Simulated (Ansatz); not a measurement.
The figure comes from a scan of GaSb (zinc blende): volume and axial ratio are varied about the relaxed values (subscript 0). Calculation: r2SCAN (plane waves to 500 eV, PAW, scalar-relativistic; Ansatz, a quantum-chemistry and plane-wave program). k mesh 13×13×13 (Γ-centred), Fermi-Dirac smearing 0.05 eV. The energy includes the smearing's −TS. GaSb was relaxed with its symmetry unable to fall. Spin-orbit coupling is left out, though Sb is heavy. ΔE is measured from the relaxed starting cell.

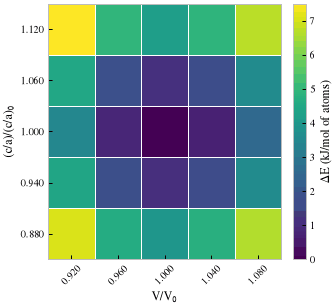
Fig. 1. ΔE (kJ/mol of atoms), one tile a computed point.

Question: List the plotted points as numbers.

Answer: To the nearest 1:

ΔE (kJ/mol of atoms), with V/V₀ across and (c/a)/(c/a)₀ down:

| (c/a)/(c/a)₀ \ V/V₀ | 0.920 | 0.960 | 1.000 | 1.040 | 1.080 |
|---|---|---|---|---|---|
| 0.880 | 7 | 5 | 4 | 5 | 7 |
| 0.940 | 4 | 2 | 1 | 2 | 4 |
| 1.000 | 3 | 1 | 0 | 1 | 3 |
| 1.060 | 4 | 2 | 1 | 2 | 4 |
| 1.120 | 7 | 5 | 4 | 5 | 7 |

(A scan under strain: stresses follow from slopes of the energy per volume, elastic moduli from its curvatures.)
